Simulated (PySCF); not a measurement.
# C8H16O: excited states, first hyperpolarisability

Wanted: excited states, first hyperpolarisability for C8H16O (`C=CCC[C@H](O)C(C)C`).

Programs: PySCF 2.14.0, with routines of our own; each step states its level. All values are computed. Atoms count from 0.

### Step 1. The starting structure

25 atoms, charge 0, multiplicity 1; geometry from: GFN2-xTB.

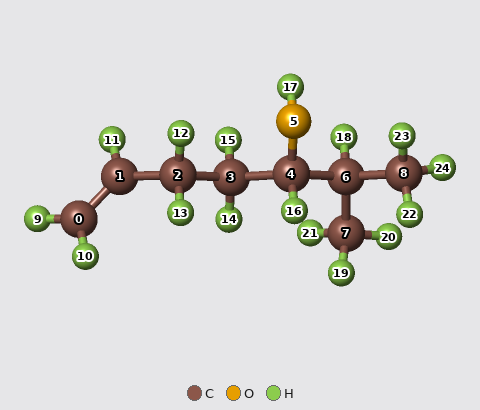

The starting geometry (carbon brown, oxygen amber, hydrogen green).

### Step 2. Geometry optimisation at PBE0-D3(BJ)/def2-SVP

The job: settings as JSON, then the geometry in Å.

```
{"job": {"xc": "PBE0", "basis": "def2-SVP", "d3": "d3bj", "grid": 2, "kind": "geom"}, "charge": 0, "multiplicity": 1}
C      4.058635     0.804204     0.398587
C      3.184194     0.031015    -0.216685
C      1.932463    -0.492862     0.408061
C      0.691445     0.021392    -0.329903
C     -0.598643    -0.548383     0.274239
O     -0.559682    -1.960876     0.279035
C     -1.867304    -0.042682    -0.445544
C     -1.972311     1.480450    -0.446328
C     -3.103618    -0.642536     0.223842
H      4.948606     1.165532    -0.087991
H      3.922851     1.104715     1.424745
H      3.341431    -0.252548    -1.250079
H      1.934269    -1.585897     0.376844
H      1.881329    -0.187481     1.454338
H      0.674880     1.109073    -0.273649
H      0.747787    -0.265262    -1.384662
H     -0.656445    -0.272945     1.333048
H     -0.493537    -2.259751    -0.635673
H     -1.826656    -0.395432    -1.484827
H     -1.861241     1.867832     0.564271
H     -2.948852     1.778848    -0.821501
H     -1.216527     1.935836    -1.080234
H     -3.235616    -0.212905     1.214291
H     -2.993973    -1.718569     0.330461
H     -3.994421    -0.436624    -0.364703
```

Started as:

```sh
> OMP_NUM_THREADS=1 python excited_run.py task.json out
```

This one command runs all jobs of the session in turn.

The log of the run:

```text
step   0  E = -388.95696608  max force = 0.019064
step   1  E = -388.95985722  max force = 0.003606
step   2  E = -388.95991730  max force = 0.000537
step   3  E = -388.95992542  max force = 0.000562
step   4  E = -388.95993300  max force = 0.000545
step   5  E = -388.95994014  max force = 0.000372
optimisation converged
```

It took 3.1 min on 1 thread of Intel Xeon Platinum 8488C, shared host; peak memory 0.94 GiB.

Along the way:

| step | energy from step 0 (eV) | largest force component (eV/Å) |
| --- | --- | --- |
| 0 | 0.0000 | 0.9803 |
| 1 | -0.0787 | 0.1854 |
| 2 | -0.0803 | 0.0276 |
| 3 | -0.0805 | 0.0289 |
| 4 | -0.0807 | 0.0280 |
| 5 | -0.0809 | 0.0191 |

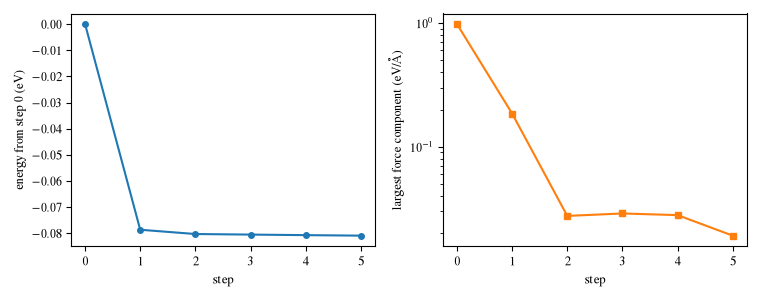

Energy and force, step by step.

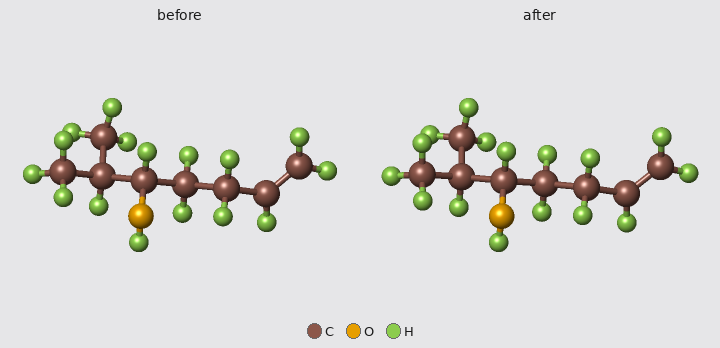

The geometry before (left) and after (right).

Close pairs (by a distance rule), those that changed most:

| bond | before (Å) | after (Å) | change (Å) |
| --- | --- | --- | --- |
| C0–H10 | 1.078 | 1.095 | +0.018 |
| C0–H9 | 1.077 | 1.093 | +0.017 |
| C1–H11 | 1.083 | 1.099 | +0.016 |
| C8–H22 | 1.088 | 1.103 | +0.015 |
| C7–H19 | 1.088 | 1.103 | +0.015 |
| C0–C1 | 1.319 | 1.334 | +0.014 |
| C8–H24 | 1.087 | 1.101 | +0.013 |
| C3–H15 | 1.094 | 1.108 | +0.013 |

The end geometry stands in the next job.

| at the end point | value |
| --- | --- |
| point group (found at 0.08 Å tolerance) | C1 |
| rotational constants (GHz, main isotopes) | 3.340, 0.688, 0.602 |
| dipole moment (D) | 1.53 |

### Step 3. Excited states: TDA CAM-B3LYP/def2-SVPD

The job: settings as JSON, then the geometry in Å.

```
{"job": {"kind": "states", "xc": "CAM-B3LYP", "basis": "def2-SVPD", "tda": true, "soc": true, "nstates": 6, "ntriplets": 5, "nquad": 4}, "charge": 0, "multiplicity": 1}
C      4.152560     0.943817     0.581064
C      3.237914     0.174532    -0.010687
C      1.980573    -0.326951     0.621970
C      0.721244     0.160842    -0.090870
C     -0.559729    -0.432338     0.488871
O     -0.489812    -1.842849     0.511040
C     -1.839512     0.042699    -0.216717
C     -1.972468     1.561295    -0.245215
C     -3.067612    -0.597800     0.420881
H      5.048210     1.275216     0.048863
H      4.041495     1.266402     1.621998
H      3.395307    -0.118802    -1.057961
H      1.969948    -1.430344     0.616379
H      1.946746    -0.023281     1.681910
H      0.683200     1.260310    -0.046804
H      0.774839    -0.099762    -1.166192
H     -0.629871    -0.138192     1.552844
H     -0.450997    -2.143033    -0.404937
H     -1.769262    -0.314076    -1.264763
H     -1.920119     1.978135     0.774831
H     -2.944265     1.855876    -0.670026
H     -1.190296     2.044997    -0.847912
H     -3.219450    -0.209127     1.441798
H     -2.949491    -1.687263     0.494958
H     -3.977069    -0.378775    -0.159212
```

With the program's defaults for keys left out, this is: TDA CAM-B3LYP/def2-SVPD excited states, vertical, gas phase, spin-orbit mean-field couplings.

The log of the run:

```text
coarse grid: 19696 points
cycle   1  E = -389.0354824253  dE =  9.736e-01  |g| = 6.498e-01  |ddm| = 9.048e+00
cycle   2  E = -389.0211391362  dE =  1.434e-02  |g| = 7.585e-01  |ddm| = 2.615e+00
cycle   3  E = -389.1263146229  dE = -1.052e-01  |g| = 7.797e-02  |ddm| = 1.236e+00
cycle   4  E = -389.1273806214  dE = -1.066e-03  |g| = 3.249e-02  |ddm| = 1.822e-01
cycle   5  E = -389.1276442377  dE = -2.636e-04  |g| = 4.692e-03  |ddm| = 8.496e-02
cycle   6  E = -389.1276496128  dE = -5.375e-06  |g| = 1.162e-03  |ddm| = 1.697e-02
final grid: 186824 points
cycle   7  E = -389.2131581692  dE = -6.014e-05  |g| = 4.113e-03  |ddm| = 1.926e-01
cycle   8  E = -389.2131593030  dE = -1.134e-06  |g| = 3.723e-03  |ddm| = 2.833e-02
cycle   9  E = -389.2131628376  dE = -3.535e-06  |g| = 4.028e-04  |ddm| = 8.087e-03
cycle  10  E = -389.2131628608  dE = -2.317e-08  |g| = 2.797e-04  |ddm| = 1.352e-03
cycle  11  E = -389.2131628769  dE = -1.614e-08  |g| = 3.243e-05  |ddm| = 6.164e-04
cycle  12  E = -389.2131628772  dE = -2.732e-10  |g| = 1.090e-05  |ddm| = 1.152e-04
converged SCF energy = -389.2131628772

Singlet excitations
state   eV       nm        f     d(h-e)  d(exc)  Lambda  PR(NTO)  |dmu|/D   mu/D   main configurations
  1   7.0458   176.0   0.01864   1.527   3.308   0.308   1.192    5.954    5.691   H->L 0.43, H-1->L 0.34
  2   7.2861   170.2   0.03238   0.544   3.248   0.293   1.411    2.721    2.682   H->L+4 0.30, H->L+3 0.26, H-1->L 0.17
  3   7.6249   162.6   0.00358   0.709   3.652   0.263   1.177    2.153    3.015   H->L+2 0.25, H->L+6 0.25, H->L+3 0.22
  4   7.7756   159.5   0.66814   0.703   2.885   0.751   1.148    3.164    3.858   H->L+1 0.88
  5   8.0061   154.9   0.00964   1.039   4.147   0.277   1.647                     H->L+5 0.30, H->L 0.19, H-1->L+2 0.14
  6   8.1332   152.4   0.01534   0.457   2.717   0.418   1.129                     H-5->L+1 0.47, H-1->L+1 0.14, H-4->L+1 0.10

Triplet excitations (Tamm-Dancoff)
state   eV     d(h-e)  d(exc)  Lambda  PR(NTO)   main configurations
  1   4.3710   0.022   2.044   0.732   1.006   H->L+1 0.82, H-1->L+1 0.09
  2   6.7888   1.427   3.014   0.317   1.083   H-1->L 0.42, H->L 0.30
  3   7.1184   0.536   3.245   0.289   1.162   H->L+4 0.32, H->L+3 0.27, H->L 0.10
  4   7.5149   0.521   3.509   0.273   1.285   H->L+6 0.24, H->L+2 0.22, H->L+3 0.20
  5   7.6446   0.307   2.642   0.417   1.187   H-5->L+1 0.49, H-4->L+1 0.11, H-7->L+1 0.09
S1 - T1 = 2.6747 eV

Spin-orbit couplings |<S|Hso|T>| (cm-1)
             T1       T2       T3       T4       T5
S0        0.044   29.391    7.803    3.182   14.439
S1        1.514    0.545    1.263    1.558    0.998
S2        3.263    1.068    0.267    0.798    0.517
S3        0.629    1.247    0.560    0.110    0.251
S4        0.514    2.193    3.081    1.061    3.016
S5        2.031    4.656    0.982    0.362    0.068
S6        2.244    0.261    0.677    0.307    0.788
T1 sublevels (cm-1): 0.000 0.000 0.000   radiative rates (1/s): 0.118 0.242 0.01
```

Wall time 2.2 min (1 thread of Intel Xeon Platinum 8488C, shared host); peak memory 1.4 GiB.

In short:

| quantity | value |
| --- | --- |
| S1 less T1 | 2.67 eV |

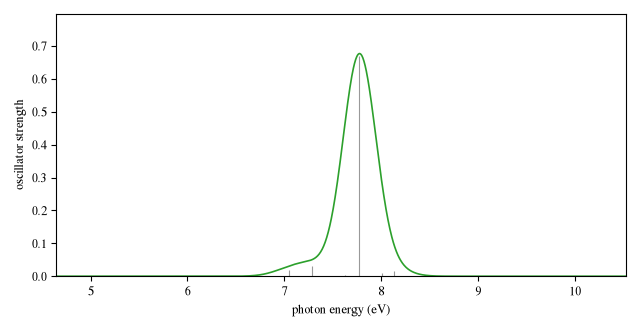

Absorption lines of the singlets. Lines are broadened to a width of 0.40 eV (Gaussian).

### Step 4. Excited states: TDDFT CAM-B3LYP/def2-SVPD

The job, as its differences from that of step 3:

```diff
@@ -1,2 +1,2 @@
-{"job": {"kind": "states", "xc": "CAM-B3LYP", "basis": "def2-SVPD", "tda": true, "soc": true, "nstates": 6, "ntriplets": 5, "nquad": 4}, "charge": 0, "multiplicity": 1}
+{"job": {"kind": "states", "xc": "CAM-B3LYP", "basis": "def2-SVPD", "tpa": true, "nstates": 8, "nquad": 6, "ntriplets": 0}, "charge": 0, "multiplicity": 1}
 C      4.152560     0.943817     0.581064
```

With the program's defaults for keys left out, this is: TDDFT CAM-B3LYP/def2-SVPD excited states, vertical, gas phase, two-photon moments by quadratic response.

The log of the run:

```text
coarse grid: 19696 points
cycle   1  E = -389.0354824253  dE =  9.736e-01  |g| = 6.498e-01  |ddm| = 9.048e+00
cycle   2  E = -389.0211391362  dE =  1.434e-02  |g| = 7.585e-01  |ddm| = 2.615e+00
cycle   3  E = -389.1263146229  dE = -1.052e-01  |g| = 7.797e-02  |ddm| = 1.236e+00
cycle   4  E = -389.1273806214  dE = -1.066e-03  |g| = 3.249e-02  |ddm| = 1.822e-01
cycle   5  E = -389.1276442377  dE = -2.636e-04  |g| = 4.692e-03  |ddm| = 8.496e-02
cycle   6  E = -389.1276496128  dE = -5.375e-06  |g| = 1.162e-03  |ddm| = 1.697e-02
final grid: 186824 points
cycle   7  E = -389.2131581692  dE = -6.014e-05  |g| = 4.113e-03  |ddm| = 1.926e-01
cycle   8  E = -389.2131593030  dE = -1.134e-06  |g| = 3.723e-03  |ddm| = 2.833e-02
cycle   9  E = -389.2131628376  dE = -3.535e-06  |g| = 4.028e-04  |ddm| = 8.087e-03
cycle  10  E = -389.2131628608  dE = -2.317e-08  |g| = 2.797e-04  |ddm| = 1.352e-03
cycle  11  E = -389.2131628769  dE = -1.614e-08  |g| = 3.243e-05  |ddm| = 6.164e-04
cycle  12  E = -389.2131628772  dE = -2.734e-10  |g| = 1.090e-05  |ddm| = 1.152e-04
converged SCF energy = -389.2131628772

Singlet excitations
state   eV       nm        f     d(h-e)  d(exc)  Lambda  PR(NTO)  |dmu|/D   mu/D   delta(TPA)   sigma/GM   main configurations
  1   7.0349   176.2   0.01901   1.534   3.307   0.307   1.183    5.953    5.700       12.35      0.224   H->L 0.43, H-1->L 0.34
  2   7.2774   170.4   0.03979   0.533   3.242   0.307   1.381    2.652    2.559       13.44      0.261   H->L+4 0.30, H->L+3 0.26, H-1->L 0.16
  3   7.3817   168.0   0.51617   0.462   2.684   0.733   1.202    1.987    2.867       65.23      1.302   H->L+1 0.89
  4   7.6211   162.7   0.00316   0.709   3.656   0.263   1.173    2.135    2.991       28.01      0.596   H->L+2 0.25, H->L+6 0.25, H->L+3 0.22
  5   8.0023   154.9   0.00802   1.043   4.149   0.278   1.639    3.781    3.993       35.26      0.827   H->L+5 0.30, H->L 0.19, H-1->L+2 0.14
  6   8.1022   153.0   0.00065   0.623   2.706   0.423   1.042    2.497    3.169       28.60      0.688   H-5->L+1 0.50, H-1->L+1 0.16, H-4->L+1 0.11
  7   8.1622   151.9   0.00402   1.851   4.471   0.268   1.204                                            H->L+3 0.27, H->L+2 0.22, H->L+4 0.10
  8   8.2144   150.9   0.00407   0.972   3.868   0.280   2.063                                            H-1->L+2 0.19, H->L+6 0.18, H-1->L+4 0.13
```

Run time: 2.8 min. Hardware: 1 thread of Intel Xeon Platinum 8488C, shared host; peak memory 1.5 GiB.

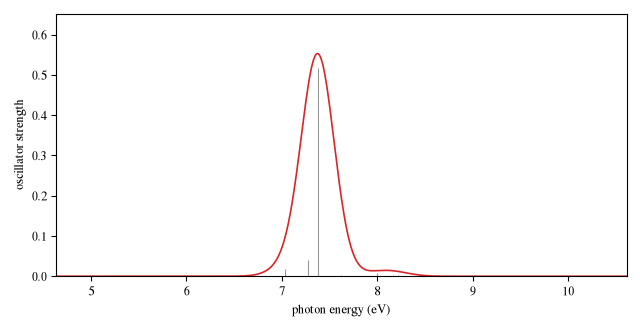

Absorption lines of the singlets. Lines are broadened to a width of 0.40 eV (Gaussian).

### Step 5. First hyperpolarisability: quadratic response CAM-B3LYP/def2-SVPD

The job, as its differences from that of step 4:

```diff
@@ -1,2 +1,2 @@
-{"job": {"kind": "states", "xc": "CAM-B3LYP", "basis": "def2-SVPD", "tpa": true, "nstates": 8, "nquad": 6, "ntriplets": 0}, "charge": 0, "multiplicity": 1}
+{"job": {"kind": "beta", "xc": "CAM-B3LYP", "basis": "def2-SVPD"}, "charge": 0, "multiplicity": 1}
 C      4.152560     0.943817     0.581064
```

With the program's defaults for keys left out, this is: quadratic response CAM-B3LYP/def2-SVPD first hyperpolarisability, Taylor convention, gas phase.

The log of the run:

```text
coarse grid: 19696 points
cycle   1  E = -389.0354824253  dE =  9.736e-01  |g| = 6.498e-01  |ddm| = 9.048e+00
cycle   2  E = -389.0211391362  dE =  1.434e-02  |g| = 7.585e-01  |ddm| = 2.615e+00
cycle   3  E = -389.1263146229  dE = -1.052e-01  |g| = 7.797e-02  |ddm| = 1.236e+00
cycle   4  E = -389.1273806214  dE = -1.066e-03  |g| = 3.249e-02  |ddm| = 1.822e-01
cycle   5  E = -389.1276442377  dE = -2.636e-04  |g| = 4.692e-03  |ddm| = 8.496e-02
cycle   6  E = -389.1276496128  dE = -5.375e-06  |g| = 1.162e-03  |ddm| = 1.697e-02
final grid: 186824 points
cycle   7  E = -389.2131581692  dE = -6.014e-05  |g| = 4.113e-03  |ddm| = 1.926e-01
cycle   8  E = -389.2131593030  dE = -1.134e-06  |g| = 3.723e-03  |ddm| = 2.833e-02
cycle   9  E = -389.2131628376  dE = -3.535e-06  |g| = 4.028e-04  |ddm| = 8.087e-03
cycle  10  E = -389.2131628608  dE = -2.317e-08  |g| = 2.797e-04  |ddm| = 1.352e-03
cycle  11  E = -389.2131628769  dE = -1.614e-08  |g| = 3.243e-05  |ddm| = 6.164e-04
cycle  12  E = -389.2131628772  dE = -2.760e-10  |g| = 1.090e-05  |ddm| = 1.152e-04
converged SCF energy = -389.2131628772

Lowest singlets (eV, f): 7.0349 0.0190  7.2774 0.0398  7.3817 0.5162

First hyperpolarisability (au)
process     nm      |vector|   parallel      HRS      DR
static         -      131.35     -24.07      54.08   5.097
shg       1907.0      137.06     -24.41      56.42   5.104
eope      1907.0      133.21     -24.18          -       -
shg       1064.0      151.30     -25.15      62.23    5.12
eope      1064.0      137.48     -24.43          -       -
```

Run time: 2.1 min. Hardware: 1 thread of Intel Xeon Platinum 8488C, shared host; peak memory 1.5 GiB.

### Step 6. Excited states: TDA CAM-B3LYP/def2-SVPD in water

The job, as its differences from that of step 5:

```diff
@@ -1,2 +1,2 @@
-{"job": {"kind": "beta", "xc": "CAM-B3LYP", "basis": "def2-SVPD"}, "charge": 0, "multiplicity": 1}
+{"job": {"kind": "states", "xc": "CAM-B3LYP", "basis": "def2-SVPD", "tda": true, "soc": true, "nstates": 6, "ntriplets": 5, "nquad": 4, "solvent": "water"}, "charge": 0, "multiplicity": 1}
 C      4.152560     0.943817     0.581064
```

With the program's defaults for keys left out, this is: TDA CAM-B3LYP/def2-SVPD excited states, vertical, IEF-PCM water (non-equilibrium response), spin-orbit mean-field couplings.

The log of the run:

```text
coarse grid: 19696 points
cycle   1  E = -389.0506096013  dE =  9.592e-01  |g| = 6.312e-01  |ddm| = 9.080e+00
cycle   2  E = -389.0428340887  dE =  7.776e-03  |g| = 7.158e-01  |ddm| = 2.619e+00
cycle   3  E = -389.1354231559  dE = -9.259e-02  |g| = 7.264e-02  |ddm| = 1.199e+00
cycle   4  E = -389.1363546491  dE = -9.315e-04  |g| = 3.044e-02  |ddm| = 1.759e-01
cycle   5  E = -389.1365856328  dE = -2.310e-04  |g| = 4.219e-03  |ddm| = 8.264e-02
cycle   6  E = -389.1365900804  dE = -4.448e-06  |g| = 1.067e-03  |ddm| = 1.729e-02
final grid: 186824 points
cycle   7  E = -389.2220404872  dE = -6.041e-05  |g| = 3.951e-03  |ddm| = 1.954e-01
cycle   8  E = -389.2220418967  dE = -1.410e-06  |g| = 3.401e-03  |ddm| = 2.820e-02
cycle   9  E = -389.2220448313  dE = -2.935e-06  |g| = 3.500e-04  |ddm| = 7.372e-03
cycle  10  E = -389.2220448477  dE = -1.636e-08  |g| = 2.666e-04  |ddm| = 1.291e-03
cycle  11  E = -389.2220448613  dE = -1.356e-08  |g| = 2.726e-05  |ddm| = 5.954e-04
cycle  12  E = -389.2220448615  dE = -2.099e-10  |g| = 1.096e-05  |ddm| = 1.076e-04
converged SCF energy = -389.2220448615

Singlet excitations
state   eV       nm        f     d(h-e)  d(exc)  Lambda  PR(NTO)  |dmu|/D   mu/D   main configurations
  1   7.2765   170.4   0.06886   0.497   3.428   0.466   1.332    2.471    3.318   H->L+1 0.25, H->L 0.23, H->L+3 0.20
  2   7.4528   166.4   0.07875   0.739   3.181   0.393   1.753    3.477    4.235   H-1->L+1 0.20, H-1->L 0.17, H->L+4 0.15
  3   7.5777   163.6   0.66447   0.630   2.853   0.596   1.232    3.148    4.340   H->L 0.45, H->L+1 0.39
  4   7.8150   158.6   0.00832   0.557   3.627   0.285   1.209    1.847    3.379   H->L+2 0.25, H->L+4 0.22, H->L+6 0.21
  5   8.0150   154.7   0.01088   0.533   2.684   0.445   1.084                     H-5->L 0.31, H-5->L+1 0.20, H-1->L 0.10
  6   8.1657   151.8   0.00460   0.439   3.669   0.316   2.035                     H-1->L+2 0.24, H->L+5 0.18, H->L+6 0.15

Triplet excitations (Tamm-Dancoff)
state   eV     d(h-e)  d(exc)  Lambda  PR(NTO)   main configurations
  1   4.4098   0.026   2.054   0.603   1.006   H->L 0.48, H->L+1 0.32
  2   7.0949   0.884   3.221   0.475   1.499   H->L+1 0.24, H->L 0.20, H-1->L 0.09
  3   7.2417   0.517   3.102   0.348   1.844   H->L+4 0.24, H->L+3 0.23, H-1->L+1 0.13
  4   7.5266   0.422   2.537   0.445   1.079   H-5->L 0.33, H-5->L+1 0.22
  5   7.7358   0.407   3.577   0.283   1.230   H->L+2 0.25, H->L+6 0.22, H->L+4 0.20
S1 - T1 = 2.8667 eV

Spin-orbit couplings |<S|Hso|T>| (cm-1)
             T1       T2       T3       T4       T5
S0        0.034   19.117   14.498   13.156    9.256
S1        2.802    0.485    0.949    0.323    0.578
S2        1.756    0.895    0.745    0.912    0.733
S3        0.457    2.521    2.154    3.244    0.513
S4        0.295    0.612    0.596    0.255    0.125
S5        2.106    0.860    0.806    0.718    0.421
S6        1.729    2.437    1.607    0.390    1.105
T1 sublevels (cm-1): 0.000 0.000 0.000   radiative rates (1/s): 0.118 0.259 0.0103
```

Run time: 2.3 min. Hardware: 1 thread of Intel Xeon Platinum 8488C, shared host; peak memory 1.7 GiB.

Key values:

| quantity | value |
| --- | --- |
| S1 less T1 | 2.87 eV |

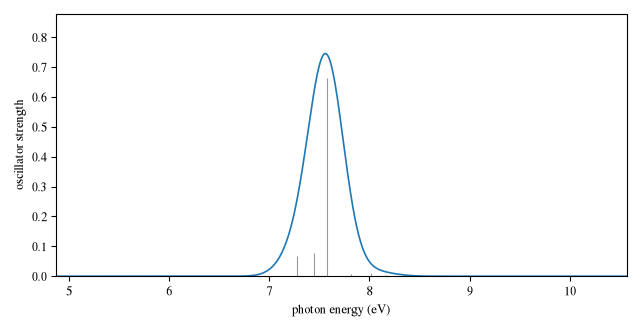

Absorption lines of the singlets. Lines are broadened to a width of 0.40 eV (Gaussian).

### Step 7. Outcome

```
                                                 quantity                                                value
                                              point group                                                   C1
                     rotational constants (main isotopes)                                 3.34, 0.69, 0.60 GHz
             S1 less T1 (step 3, TDA CAM-B3LYP/def2-SVPD)                                              2.67 eV
β vector (step 5, quadratic response CAM-B3LYP/def2-SVPD)  static 131, SHG 1907.0 nm 137, SHG 1064.0 nm 151 au
    S1 less T1 (step 6, TDA CAM-B3LYP/def2-SVPD in water)                                              2.87 eV
```

**Reading.** The optimisation took 5 steps and gained 0.081 eV; among the close pairs (by a distance rule), C0–H10 changed most, from 1.078 to 1.095 Å. In step 3, the number of triplets below S1 is 2, and the largest singlet-triplet spin-orbit coupling is S0–T2, 29.39 cm⁻¹. β grows from 131 au (static) to 151 au for doubling at 1064.0 nm: normal dispersion, which grows as twice the photon energy moves toward the bright states. In step 6, the number of triplets below S1 is 3, and the largest singlet-triplet spin-orbit coupling is S0–T2, 19.12 cm⁻¹. The orbital labels of the leading configurations differ from run to run, so check that S1 and T1 are the same states before comparing rows.
